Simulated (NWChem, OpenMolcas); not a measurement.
# RbF: a line through the functionals

RbF: 2 atoms, total charge 0, spin state singlet. SMILES: `[F][Rb]`. Geometry: relaxed at PBE0-D4/def2-TZVP.

The dipole moment y, in D, basis def2-TZVP with a core potential; a is the functional's share of exact exchange. Programs: NWChem 7.3.0, OpenMolcas 26.06.

| functional | program | a | y (D) |
| --- | --- | --- | --- |
| TPSS | OpenMolcas | 0 | 8.70 |
| PBE | OpenMolcas | 0 | 8.57 |
| B3LYP | NWChem | 0.2 | ? |
| PBE0 | NWChem | 0.25 | 8.97 |
| BHLYP | OpenMolcas | 0.5 | 9.20 |

Q: Fit y = c + s·a to the known rows and predict B3LYP.

A: 
1. Means of the 4 rows: a = 0.1875, y = 8.860.
2. Σ(Δa)² = 0.17188, Σ(Δa·Δy) = 0.1975, so the slope is 0.1975/0.17188 = 1.1491.
3. Intercept: 8.860 − (1.1491) × 0.1875 = 8.645. The largest residual of the fit is 0.075.
4. B3LYP: 8.645 + (1.1491) × 0.2 = 8.87 D.

The run gave 8.91 D, so the prediction is off by -0.04 D, within the largest residual. More exact exchange makes the molecule more polar here. The rows mix families of semi-local functionals, which the line can't see.

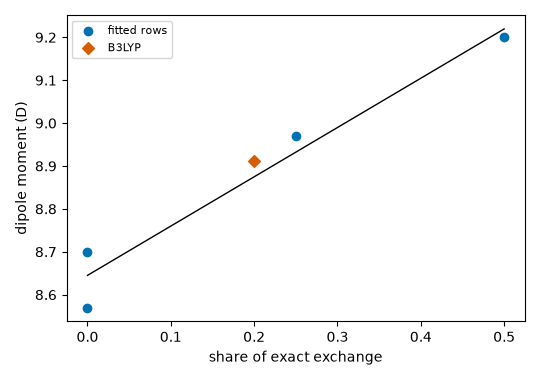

The fitted line, with the withheld row.
